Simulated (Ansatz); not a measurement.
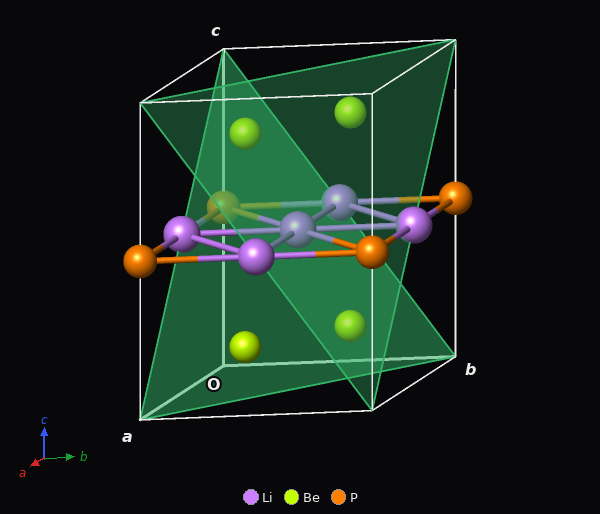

For Li₃Be₄P, the geometry relaxed with Ansatz, DFT PBE, scalar-relativistic, plane waves, PAW; the starting structure was generated, so it need not be a known form of this composition: every member of one family of equally spaced planes, hx + ky + lz = a whole number, that cuts the unit cell is shaded (one member passes through the origin O, touching the cell only at an edge or corner). Symmetry computed with spglib at a tolerance of 0.002 Å; standard conventional cell.

a = 4.610 Å, b = 4.610 Å, c = 6.415 Å, α = 90.00°, β = 90.00°, γ = 120.00°.

Index the planes.

Answer. (1 1 1), in four indices (1 1 −2 1); the opposite sign names the same planes. The member next to the origin meets the axes a at 1, b at 1, c at 1.

What is the spacing?

Answer. d = 2.169 Å.

Which atoms of the cell lie in these planes (within 0.03 Å)?

Answer. 2 of the 3 Li.

The space group is No. 191, P6/mmm. How many reflections hkl are equivalent to this one (itself included), and does it occur?

Answer. 12 reflections are equivalent in the Laue class 6/mmm. The space group allows the reflection.
